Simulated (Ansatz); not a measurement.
# BAsH$_{6}$S: geometry relaxation (part 1 of 2)

The run: geometry relaxation of BAsH$_{6}$S. Method and program: RKS PBE0-D4/def2-TZVP (Ansatz 0.2.0).

The geometry is a transition state displaced along its imaginary mode. The reaction was set up to form B1–As6 and S2–H5 and to break B1–S2 and H5–As6 (atoms counted from 1 in the order of the input); sticks are drawn by distance alone. Figures and captions count atoms from 1; the log counts them from 0 in places.

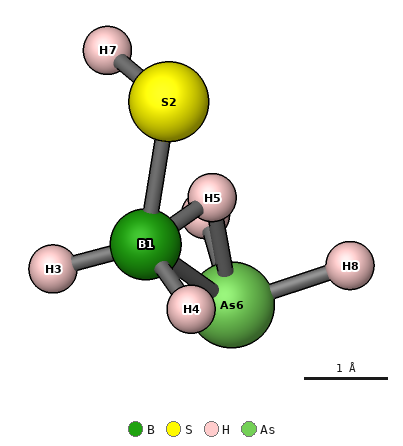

Figure 1. The starting structure (ball-and-stick view, seen at a tilt; atoms are numbered from 1 in the order of the input). Bond lengths as drawn: As–B 2.25 Å, As–H 1.52 to 1.69 Å, B–H 1.22 to 1.27 Å, B–S 1.83 Å and H–S 1.35 Å.

## Results in brief

| quantity | value |
| --- | --- |
| outcome | converged |
| total energy | −72439.2307 eV |
| mean-field energy | −72439.0648 eV |
| dispersion energy | −0.1659 eV |
| SCF solution under orbital rotations | stable |
| largest force (length of the vector) at the end | 0.005 eV/Å |
| dipole moment | 4.18 D |
| hardware | 4 threads of Arm Neoverse V2, 23 GiB of memory available, shared host |
| wall time | 99 s (CPU time 6.1 min) |
| peak memory | 0.37 GiB |

## Input file
```yaml
crystal:
  periodic: [false, false, false]
  atoms:
    - {symbol: B, position_ang: [-0.547229, 0.006454, -0.766031]}
    - {symbol: S, position_ang: [0.397959, 1.553416, -1.041375]}
    - {symbol: H, position_ang: [-0.245563, -0.969615, -1.442305]}
    - {symbol: H, position_ang: [-1.737655, 0.239200, -0.635796]}
    - {symbol: H, position_ang: [0.130395, 0.277229, 0.276186]}
    - {symbol: As, position_ang: [-0.334951, -1.050704, 1.204935]}
    - {symbol: H, position_ang: [1.620854, 1.010843, -1.209156]}
    - {symbol: H, position_ang: [-0.463296, 0.065323, 2.235198]}
    - {symbol: H, position_ang: [1.179385, -1.132146, 1.378243]}
basis:
  gaussian: {orbitals: def2-TZVP}
hamiltonian: {xc: pbe0, dispersion: d4}
relax: {f_tol: 0.005, max_steps: 200}
```

Launched with:
```bash
ansatz run in.yaml --threads 4 --pin off --events-out ev --progress --plain --max-ram 9574MiB
```

## Log
```
Functional definition: PBE0
  name "PBE0"
  cite "Adamo & Barone, J. Chem. Phys. 110, 6158 (1999) doi:10.1063/1.478522"
  cite "Perdew, Burke & Ernzerhof, Phys. Rev. Lett. 77, 3865 (1996) doi:10.1103/PhysRevLett.77.3865"
  parent pbe
  parameter a = 0.25
  parameter kappa = 0.804
  parameter beta = 0.06672455060314922
  exchange = (1 - a)*pbe_x(kappa = kappa, mu = beta*pi^2/3) + a*exact_x
  correlation = pbe_c(beta = beta)
1127 factors; their error is unknown
mean field evaluation 1: about -72434.9363 eV, gradient 3.2e1 eV
mean field evaluation 2: about -72433.5337 eV, gradient 3.8e1 eV
mean field evaluation 4: about -72437.7907 eV, gradient 1.3e0 eV
mean field evaluation 8: about -72438.0634 eV, gradient 1.7e-1 eV
mean field evaluation 16: about -72438.0634 eV, gradient 2.0e-5 eV
mean field -72438.06344608 eV, -2662.0497313605 hartree, gradient 2.0e-5 eV, S^2 0.000000; 0 other end points of the search recorded, 0 dependent functions left out
the calculation of the forces begins
reference -72438.06347494 eV, -2662.0497324210 hartree; 30, 30 occupied and 122, 122 virtual orbitals, 1127 factors
relax step   1: F+E_penalty+E_count = -72438.22926002 eV  Δ(F+E_penalty+E_count) = +0.000e0 eV  max|allowed force component| = 1.469e0 eV/Å  Δτ_max = 0.0000 Å  (27 SCF iters, accepted)
these checks for a lower state are left out or cut short: starts, cluster_reference, orbital_swaps, neighbouring_geometries, increment
1127 factors; their error is unknown
mean field -72438.24086946 eV, -2662.0562515496 hartree, gradient 2.0e-5 eV, S^2 0.000000; 0 other end points of the search recorded, 0 dependent functions left out
[... from here on the field's lines of each further geometry are left out, up to the last ...]
relax step   2: F+E_penalty+E_count = -72438.40267955 eV  Δ(F+E_penalty+E_count) = -1.734e-1 eV  max|allowed force component| = 8.137e-1 eV/Å  Δτ_max = 0.1188 Å  (29 SCF iters, accepted)
relax step   3: F+E_penalty+E_count = -72438.51144022 eV  Δ(F+E_penalty+E_count) = -1.088e-1 eV  max|allowed force component| = 5.746e-1 eV/Å  Δτ_max = 0.1879 Å  (30 SCF iters, accepted)
relax step   4: F+E_penalty+E_count = -72438.56126917 eV  Δ(F+E_penalty+E_count) = -4.983e-2 eV  max|allowed force component| = 1.012e0 eV/Å  Δτ_max = 0.1527 Å  (37 SCF iters, accepted)
relax step   5: F+E_penalty+E_count = -72438.66910296 eV  Δ(F+E_penalty+E_count) = -1.078e-1 eV  max|allowed force component| = 1.206e0 eV/Å  Δτ_max = 0.1935 Å  (31 SCF iters, accepted)
relax step   6: F+E_penalty+E_count = -72438.77940016 eV  Δ(F+E_penalty+E_count) = -1.103e-1 eV  max|allowed force component| = 9.015e-1 eV/Å  Δτ_max = 0.1361 Å  (29 SCF iters, accepted)
relax step   7: F+E_penalty+E_count = -72438.88726927 eV  Δ(F+E_penalty+E_count) = -1.079e-1 eV  max|allowed force component| = 5.092e-1 eV/Å  Δτ_max = 0.1940 Å  (35 SCF iters, accepted)
relax step   8: F+E_penalty+E_count = -72438.68744747 eV  Δ(F+E_penalty+E_count) = +1.998e-1 eV  max|allowed force component| = 1.319e0 eV/Å  Δτ_max = 0.1975 Å  (27 SCF iters, rejected (line search))
relax step   9: F+E_penalty+E_count = -72438.92599405 eV  Δ(F+E_penalty+E_count) = -3.872e-2 eV  max|allowed force component| = 5.158e-1 eV/Å  Δτ_max = 0.0988 Å  (29 SCF iters, accepted)
relax step  10: F+E_penalty+E_count = -72438.95464496 eV  Δ(F+E_penalty+E_count) = -2.865e-2 eV  max|allowed force component| = 2.841e-1 eV/Å  Δτ_max = 0.0986 Å  (28 SCF iters, accepted)
relax step  11: F+E_penalty+E_count = -72438.94978511 eV  Δ(F+E_penalty+E_count) = +4.860e-3 eV  max|allowed force component| = 1.687e-1 eV/Å  Δτ_max = 0.1500 Å  (29 SCF iters, rejected (line search))
relax step  12: F+E_penalty+E_count = -72438.96672936 eV  Δ(F+E_penalty+E_count) = -1.208e-2 eV  max|allowed force component| = 7.747e-2 eV/Å  Δτ_max = 0.0716 Å  (30 SCF iters, accepted)
relax step  13: F+E_penalty+E_count = -72438.97030393 eV  Δ(F+E_penalty+E_count) = -3.575e-3 eV  max|allowed force component| = 5.088e-2 eV/Å  Δτ_max = 0.0724 Å  (29 SCF iters, accepted)
relax step  14: F+E_penalty+E_count = -72438.97119224 eV  Δ(F+E_penalty+E_count) = -8.883e-4 eV  max|allowed force component| = 4.463e-2 eV/Å  Δτ_max = 0.0470 Å  (30 SCF iters, accepted)
relax step  15: F+E_penalty+E_count = -72438.97134910 eV  Δ(F+E_penalty+E_count) = -1.569e-4 eV  max|allowed force component| = 2.780e-2 eV/Å  Δτ_max = 0.0126 Å  (31 SCF iters, accepted)
relax step  16: F+E_penalty+E_count = -72438.97148876 eV  Δ(F+E_penalty+E_count) = -1.397e-4 eV  max|allowed force component| = 1.361e-2 eV/Å  Δτ_max = 0.0143 Å  (31 SCF iters, accepted)
relax step  17: F+E_penalty+E_count = -72438.97167921 eV  Δ(F+E_penalty+E_count) = -1.905e-4 eV  max|allowed force component| = 2.839e-2 eV/Å  Δτ_max = 0.0262 Å  (31 SCF iters, accepted)
relax step  18: F+E_penalty+E_count = -72438.97191690 eV  Δ(F+E_penalty+E_count) = -2.377e-4 eV  max|allowed force component| = 9.152e-2 eV/Å  Δτ_max = 0.0748 Å  (29 SCF iters, accepted)
relax step  19: F+E_penalty+E_count = -72438.97228941 eV  Δ(F+E_penalty+E_count) = -3.725e-4 eV  max|allowed force component| = 6.319e-2 eV/Å  Δτ_max = 0.0099 Å  (31 SCF iters, accepted)
relax step  20: F+E_penalty+E_count = -72438.97303920 eV  Δ(F+E_penalty+E_count) = -7.498e-4 eV  max|allowed force component| = 4.148e-2 eV/Å  Δτ_max = 0.0706 Å  (30 SCF iters, accepted)
relax step  21: F+E_penalty+E_count = -72438.97119912 eV  Δ(F+E_penalty+E_count) = +1.840e-3 eV  max|allowed force component| = 2.592e-1 eV/Å  Δτ_max = 0.1816 Å  (28 SCF iters, rejected (line search))
relax step  22: F+E_penalty+E_count = -72438.97155956 eV  Δ(F+E_penalty+E_count) = +1.480e-3 eV  max|allowed force component| = 8.406e-2 eV/Å  Δτ_max = 0.0622 Å  (30 SCF iters, rejected (line search))
relax step  23: F+E_penalty+E_count = -72438.97340559 eV  Δ(F+E_penalty+E_count) = -3.664e-4 eV  max|allowed force component| = 2.488e-2 eV/Å  Δτ_max = 0.0297 Å  (31 SCF iters, accepted)
relax step  24: F+E_penalty+E_count = -72438.97422863 eV  Δ(F+E_penalty+E_count) = -8.230e-4 eV  max|allowed force component| = 7.139e-2 eV/Å  Δτ_max = 0.0970 Å  (29 SCF iters, accepted)
relax step  25: F+E_penalty+E_count = -72438.97400078 eV  Δ(F+E_penalty+E_count) = +2.278e-4 eV  max|allowed force component| = 1.845e-1 eV/Å  Δτ_max = 0.0953 Å  (29 SCF iters, rejected (line search))
relax step  26: F+E_penalty+E_count = -72438.97481589 eV  Δ(F+E_penalty+E_count) = -5.873e-4 eV  max|allowed force component| = 6.389e-2 eV/Å  Δτ_max = 0.0465 Å  (30 SCF iters, accepted)
relax step  27: F+E_penalty+E_count = -72438.97545160 eV  Δ(F+E_penalty+E_count) = -6.357e-4 eV  max|allowed force component| = 8.255e-2 eV/Å  Δτ_max = 0.0744 Å  (30 SCF iters, accepted)
relax step  28: F+E_penalty+E_count = -72438.97576575 eV  Δ(F+E_penalty+E_count) = -3.142e-4 eV  max|allowed force component| = 1.292e-1 eV/Å  Δτ_max = 0.0771 Å  (30 SCF iters, accepted)
relax step  29: F+E_penalty+E_count = -72438.97588231 eV  Δ(F+E_penalty+E_count) = -1.166e-4 eV  max|allowed force component| = 1.276e-1 eV/Å  Δτ_max = 0.0442 Å  (30 SCF iters, accepted)
relax step  30: F+E_penalty+E_count = -72438.97669773 eV  Δ(F+E_penalty+E_count) = -8.154e-4 eV  max|allowed force component| = 7.825e-2 eV/Å  Δτ_max = 0.0180 Å  (30 SCF iters, accepted)
relax step  31: F+E_penalty+E_count = -72438.97727436 eV  Δ(F+E_penalty+E_count) = -5.766e-4 eV  max|allowed force component| = 3.269e-2 eV/Å  Δτ_max = 0.0468 Å  (30 SCF iters, accepted)
relax step  32: F+E_penalty+E_count = -72438.97809687 eV  Δ(F+E_penalty+E_count) = -8.225e-4 eV  max|allowed force component| = 4.479e-2 eV/Å  Δτ_max = 0.0925 Å  (29 SCF iters, accepted)
relax step  33: F+E_penalty+E_count = -72438.97683955 eV  Δ(F+E_penalty+E_count) = +1.257e-3 eV  max|allowed force component| = 2.842e-1 eV/Å  Δτ_max = 0.1958 Å  (28 SCF iters, rejected (line search))
relax step  34: F+E_penalty+E_count = -72438.97325736 eV  Δ(F+E_penalty+E_count) = +4.840e-3 eV  max|allowed force component| = 2.470e-1 eV/Å  Δτ_max = 0.0975 Å  (29 SCF iters, rejected (line search))
relax step  35: F+E_penalty+E_count = -72438.97885669 eV  Δ(F+E_penalty+E_count) = -7.598e-4 eV  max|allowed force component| = 2.140e-2 eV/Å  Δτ_max = 0.0488 Å  (30 SCF iters, accepted)
relax step  36: F+E_penalty+E_count = -72438.98032277 eV  Δ(F+E_penalty+E_count) = -1.466e-3 eV  max|allowed force component| = 6.107e-2 eV/Å  Δτ_max = 0.0975 Å  (28 SCF iters, accepted)
relax step  37: F+E_penalty+E_count = -72438.98170489 eV  Δ(F+E_penalty+E_count) = -1.382e-3 eV  max|allowed force component| = 2.146e-1 eV/Å  Δτ_max = 0.1463 Å  (28 SCF iters, accepted)
relax step  38: F+E_penalty+E_count = -72438.98453388 eV  Δ(F+E_penalty+E_count) = -2.829e-3 eV  max|allowed force component| = 2.034e-1 eV/Å  Δτ_max = 0.0536 Å  (28 SCF iters, accepted)
relax step  39: F+E_penalty+E_count = -72438.99309880 eV  Δ(F+E_penalty+E_count) = -8.565e-3 eV  max|allowed force component| = 2.234e-1 eV/Å  Δτ_max = 0.1951 Å  (29 SCF iters, accepted)
relax step  40: F+E_penalty+E_count = -72439.00071201 eV  Δ(F+E_penalty+E_count) = -7.613e-3 eV  max|allowed force component| = 9.675e-2 eV/Å  Δτ_max = 0.0629 Å  (29 SCF iters, accepted)
relax step  41: F+E_penalty+E_count = -72439.00702630 eV  Δ(F+E_penalty+E_count) = -6.314e-3 eV  max|allowed force component| = 3.517e-1 eV/Å  Δτ_max = 0.1991 Å  (29 SCF iters, accepted)
relax step  42: F+E_penalty+E_count = -72439.01600358 eV  Δ(F+E_penalty+E_count) = -8.977e-3 eV  max|allowed force component| = 2.741e-1 eV/Å  Δτ_max = 0.1045 Å  (29 SCF iters, accepted)
relax step  43: F+E_penalty+E_count = -72439.02533293 eV  Δ(F+E_penalty+E_count) = -9.329e-3 eV  max|allowed force component| = 1.381e-1 eV/Å  Δτ_max = 0.1063 Å  (29 SCF iters, accepted)
relax step  44: F+E_penalty+E_count = -72439.02811189 eV  Δ(F+E_penalty+E_count) = -2.779e-3 eV  max|allowed force component| = 1.352e-1 eV/Å  Δτ_max = 0.1258 Å  (29 SCF iters, accepted)
relax step  45: F+E_penalty+E_count = -72439.03801197 eV  Δ(F+E_penalty+E_count) = -9.900e-3 eV  max|allowed force component| = 4.082e-1 eV/Å  Δτ_max = 0.1973 Å  (28 SCF iters, accepted)
relax step  46: F+E_penalty+E_count = -72439.06036137 eV  Δ(F+E_penalty+E_count) = -2.235e-2 eV  max|allowed force component| = 6.667e-1 eV/Å  Δτ_max = 0.1814 Å  (29 SCF iters, accepted)
relax step  47: F+E_penalty+E_count = -72439.11428422 eV  Δ(F+E_penalty+E_count) = -5.392e-2 eV  max|allowed force component| = 7.763e-1 eV/Å  Δτ_max = 0.1921 Å  (28 SCF iters, accepted)
relax step  48: F+E_penalty+E_count = -72439.14621487 eV  Δ(F+E_penalty+E_count) = -3.193e-2 eV  max|allowed force component| = 3.290e-1 eV/Å  Δτ_max = 0.0727 Å  (28 SCF iters, accepted)
relax step  49: F+E_penalty+E_count = -72439.17053322 eV  Δ(F+E_penalty+E_count) = -2.432e-2 eV  max|allowed force component| = 1.574e-1 eV/Å  Δτ_max = 0.2000 Å  (27 SCF iters, accepted)
relax step  50: F+E_penalty+E_count = -72439.18644208 eV  Δ(F+E_penalty+E_count) = -1.591e-2 eV  max|allowed force component| = 3.855e-1 eV/Å  Δτ_max = 0.1975 Å  (27 SCF iters, accepted)
relax step  51: F+E_penalty+E_count = -72439.19200775 eV  Δ(F+E_penalty+E_count) = -5.566e-3 eV  max|allowed force component| = 4.766e-1 eV/Å  Δτ_max = 0.1723 Å  (28 SCF iters, accepted)
relax step  52: F+E_penalty+E_count = -72439.21358484 eV  Δ(F+E_penalty+E_count) = -2.158e-2 eV  max|allowed force component| = 2.724e-1 eV/Å  Δτ_max = 0.0917 Å  (28 SCF iters, accepted)
relax step  53: F+E_penalty+E_count = -72439.22403928 eV  Δ(F+E_penalty+E_count) = -1.045e-2 eV  max|allowed force component| = 1.499e-1 eV/Å  Δτ_max = 0.1155 Å  (28 SCF iters, accepted)
relax step  54: F+E_penalty+E_count = -72439.23027217 eV  Δ(F+E_penalty+E_count) = -6.233e-3 eV  max|allowed force component| = 4.754e-2 eV/Å  Δτ_max = 0.0494 Å  (29 SCF iters, accepted)
relax step  55: F+E_penalty+E_count = -72439.23039211 eV  Δ(F+E_penalty+E_count) = -1.199e-4 eV  max|allowed force component| = 1.304e-2 eV/Å  Δτ_max = 0.0253 Å  (30 SCF iters, accepted)
relax step  56: F+E_penalty+E_count = -72439.23058804 eV  Δ(F+E_penalty+E_count) = -1.959e-4 eV  max|allowed force component| = 9.879e-3 eV/Å  Δτ_max = 0.0160 Å  (30 SCF iters, accepted)
the calculation of the forces begins
reference -72439.06475647 eV, -2662.0865288387 hartree; 30, 30 occupied and 122, 122 virtual orbitals, 1127 factors
relax step  57: F+E_penalty+E_count = -72439.23063943 eV  Δ(F+E_penalty+E_count) = -5.138e-5 eV  max|allowed force component| = 4.112e-3 eV/Å  Δτ_max = 0.0068 Å  (31 SCF iters, accepted)
1127 factors; their error is unknown
mean field evaluation 416: about -72439.0647 eV, gradient 8.4e-6 eV
```

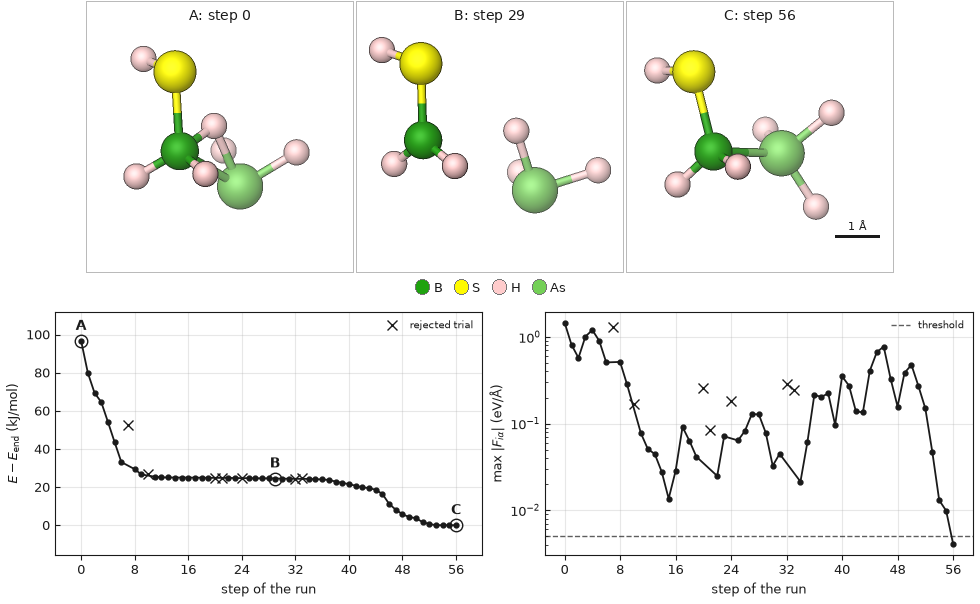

Figure 2. Frames of the relaxation (ball-and-stick view, seen at a tilt) above the curves, on which the letters mark them (the first geometry is step 0 here and step 1 in the log).

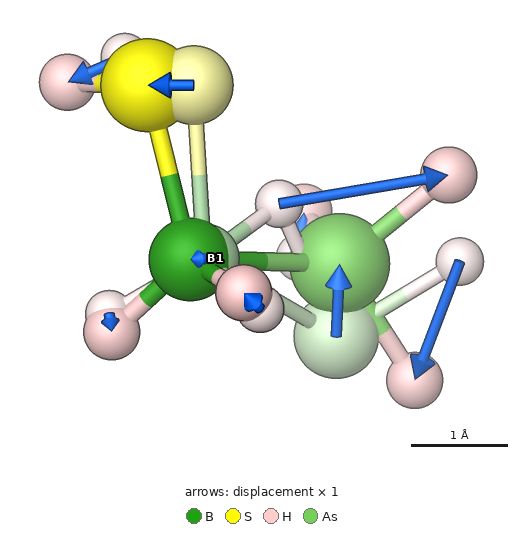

Figure 3. Start (faint) and end (solid) with the displacements as blue arrows, at true length (ball-and-stick view, seen at a tilt). The two geometries are laid on each other by the best rigid fit. Over 56 geometry steps the energy falls by 96.6 kJ/mol. Largest force component: 1.5 eV/Å at the start, 0.0041 eV/Å at the end. The line search rejected the trial steps at points 7, 10, 20, 21, 24, 32, 33 (counted from 0) and went back. The largest move after the best rigid fit is that of H5, 1.81 Å. By element the largest moves are H 1.81 Å, As 0.80 Å, S 0.49 Å, B 0.17 Å. Distances before and after: B1–H5 1.272 → 3.055 Å, H5–As6 1.686 → 1.504 Å, B1–As6 2.247 → 2.118 Å, B1–S2 1.834 → 1.879 Å. Bonds break: B1–H5 (1.27 → 3.05 Å). Among the angles that change: B1–As6–H5 34.1° → 114.0°, B1–As6–H8 103.9° → 126.3°, H5–As6–H8 79.6° → 99.4°. (Atoms are counted from 1 in the order of the input.)

```
mean field -72439.06472599 eV, -2662.0865277185 hartree, gradient 8.4e-6 eV, S^2 0.000000; 1 other end points of the search recorded, 0 dependent functions left out
the calculation of the forces begins
reference -72439.06475647 eV, -2662.0865288387 hartree; 30, 30 occupied and 122, 122 virtual orbitals, 1127 factors
Total energy: -72439.23066991 eV, -2662.0926260450 hartree
Atom 0 at    -0.637580     0.134001    -0.885141 Å, force    -0.004112     0.000808     0.002841 eV/Å
Atom 1 at     0.655071     1.395293    -1.404222 Å, force    -0.000031    -0.003310    -0.000252 eV/Å
Atom 2 at    -0.649787    -0.915131    -1.468571 Å, force     0.000920    -0.001204    -0.001329 eV/Å
Atom 3 at    -1.707197     0.650458    -0.698570 Å, force     0.003388     0.001294    -0.000200 eV/Å
Atom 4 at     0.112890     0.812098     1.997542 Å, force    -0.000911     0.000151    -0.000310 eV/Å
Atom 5 at    -0.026310    -0.370247     1.078870 Å, force    -0.000054     0.000398    -0.000339 eV/Å
Atom 6 at     1.605762     0.543087    -1.819158 Å, force    -0.000100     0.001941     0.000209 eV/Å
Atom 7 at    -0.726154    -1.334354     2.018226 Å, force    -0.000424    -0.000210    -0.000138 eV/Å
Atom 8 at     1.373206    -0.915206     1.180923 Å, force     0.001324     0.000132    -0.000481 eV/Å
Dipole moment:     0.155678    -0.448689     0.729181 e Å
```

## Trajectory as extended XYZ (Å, eV, eV/Å), 24 of the 57 frames kept, from step=1 to step=57
```
9
Properties=species:S:1:pos:R:3:forces:R:3 step=1 energy=-72438.22926
B    -0.5472    0.0065   -0.7660   -1.4285  -1.4329  -1.1483
S     0.3980    1.5534   -1.0414    0.7285   1.4692  -0.8054
H    -0.2456   -0.9696   -1.4423   -0.0833   0.4909   0.3514
H    -1.7377    0.2392   -0.6358    0.4979   0.0059  -0.0580
H     0.1304    0.2772    0.2762    0.4720  -0.1732   1.1741
As   -0.3350   -1.0507    1.2049   -0.0871  -0.4115   0.3920
H     1.6209    1.0108   -1.2092   -0.1224   0.0533  -0.0031
H    -0.4633    0.0653    2.2352    0.0319   0.0026   0.0503
H     1.1794   -1.1321    1.3782   -0.0090  -0.0045   0.0470
```
